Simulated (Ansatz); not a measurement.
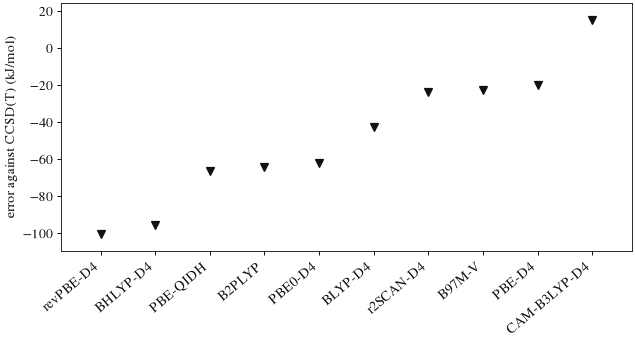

Error in the electronic atomisation energy (method less reference, so positive means overbinding) of ZnSi₂N₂H₈, SMILES [NH2][Zn][N]([SiH3])[SiH3], singlet: functionals in def2-TZVPP against frozen-core CCSD(T) at the limit (MP2 extrapolated from triple and quadruple zeta, plus CCSD(T) less MP2 in a smaller set), which gives 3908.5 kJ/mol, at a PBE0-D4/def2-TZVP geometry (a minimum by its frequencies), no zero-point or spin-orbit term, the Ansatz code. The reference leaves out core correlation, a term that grows with the number of heavy atoms. Choice of cores on heavy atoms: Zn/Cu 3s3p. PBE-QIDH and B2PLYP hold a correlation term that converges slowly with the basis, so part of the distance to the limit is basis error. No dispersion term is added to PBE-QIDH and B2PLYP.

What range do the values span?

From −100.7 kJ/mol (revPBE-D4) to 15.1 kJ/mol (CAM-B3LYP-D4).

Which of these levels overbind, and which underbind?

Overbind: none clearly. Underbind: revPBE-D4, BHLYP-D4, PBE-QIDH, B2PLYP, PBE0-D4 and BLYP-D4. Within 25 kJ/mol of zero, too close to call in view of what the reference leaves out: r2SCAN-D4, B97M-V, PBE-D4 and CAM-B3LYP-D4.

Limits of at least one run: no scalar relativity up to krypton; one conformer of a flexible molecule.
